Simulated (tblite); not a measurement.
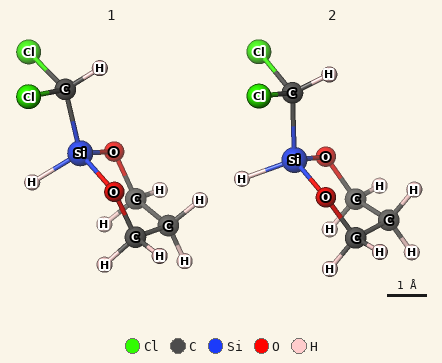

Two geometries of C$_{4}$H$_{8}$Cl$_{2}$O$_{2}$Si, drawn at one scale. One is the start of a relaxation, the other its converged end. A ball-and-stick model, seen from a free direction.

Theory: GFN2-xTB geometry optimisation, gas phase in tblite. 

### Which geometry has the lower energy?

Structure 2 is the relaxed one. The energy falls by 0.288 eV in 52 geometry steps. The largest move after the best rigid fit is that of an H atom, 0.35 Å. Largest moves by element: H 0.35 Å, O 0.29 Å, Si 0.26 Å, Cl 0.24 Å, C 0.18 Å. Among the contacts that change: O–Si 1.678 → 1.624 Å, C–Si 1.851 → 1.903 Å, H–Si 1.493 → 1.461 Å, C–Cl 1.799 → 1.768 Å. Among the angles between lasting bonds that change: C–Si–O 114.8° → 108.0°, C–Si–O 114.1° → 108.1°, O–Si–H 106.0° → 111.1°.
